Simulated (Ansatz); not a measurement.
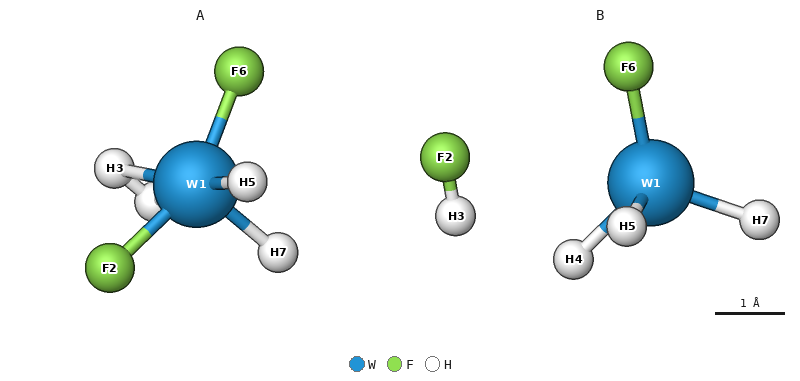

Two geometries of WH4F2, drawn at one scale. One is the start of a relaxation, the other its converged end. A ball-and-stick model, seen at a tilt.

Method: RKS B3LYP-D4/def2-SVP (Ansatz). Set-up: no spin polarisation; force threshold 0.03 eV/Å; at most 50 steps.

Q: Which of the two is the end point?

A: Structure A is the relaxed one. The run prepares an end point of a later path (reaction) calculation, from a guessed geometry. The largest move after the best rigid fit is that of F2, 2.10 Å. By element the largest moves are F 2.10 Å, H 1.43 Å, W 0.95 Å. Among the contacts that change: F2–H3 0.928 → 2.587 Å, W1–F2 3.046 → 1.837 Å, H3–H4 1.894 → 0.824 Å, W1–H3 2.917 → 2.041 Å. New bonds form, among them: H3–H4 (1.89 → 0.82 Å), W1–F2 (3.05 → 1.84 Å), W1–H3 (2.92 → 2.04 Å). Bonds break, among them: F2–H3 (0.93 → 2.59 Å). Among the angles between lasting bonds that change: H4–W1–H5 87.0° → 169.9°, H4–W1–F6 127.3° → 88.2°, H4–W1–H7 109.3° → 77.9°. The energy falls by 233.7 kJ/mol in 40 accepted moves (43 points after the start). The largest force component goes from 0.32 to 0.019 eV/Å. The line search rejected the trial steps at points 12, 15, 29 of the run. The forces were under the threshold at step 7, but the run went on from there.
